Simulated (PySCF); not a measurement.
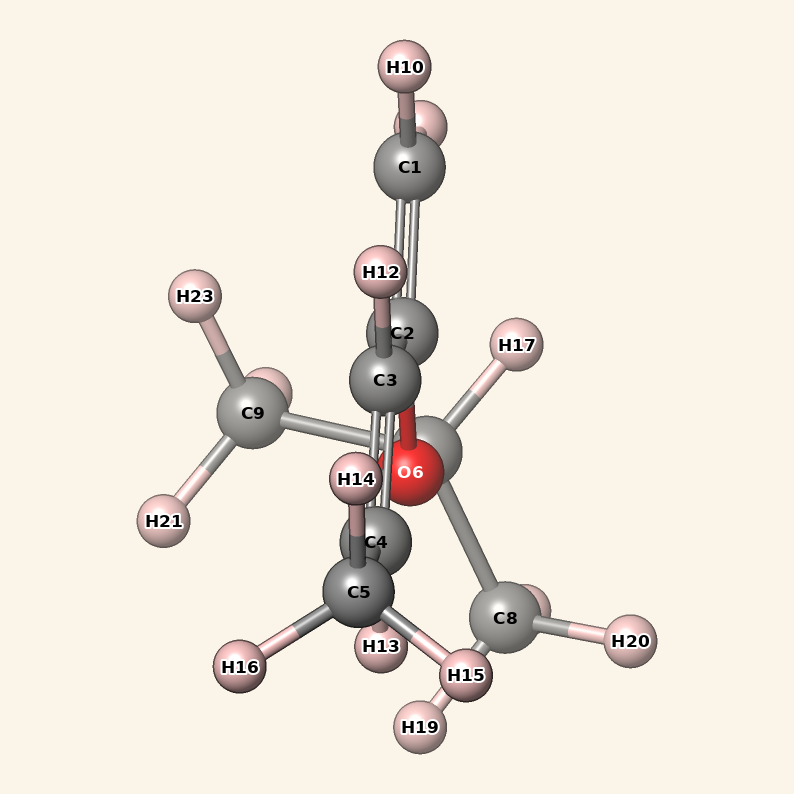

C7 lies behind O6. The molecule seen nearly along the O6–C7 bond, O6 in front. Atoms fade into the background with distance from the viewer. Computed geometry: PBE0-D3(BJ)/def2-SVP optimisation. No frequency run is at hand to confirm it as a minimum.

What is the torsion angle C2–O6–C7–C8? The sign is positive where the front bond must turn clockwise to cover the back bond.

Answer. 157°, antiperiplanar (anti).
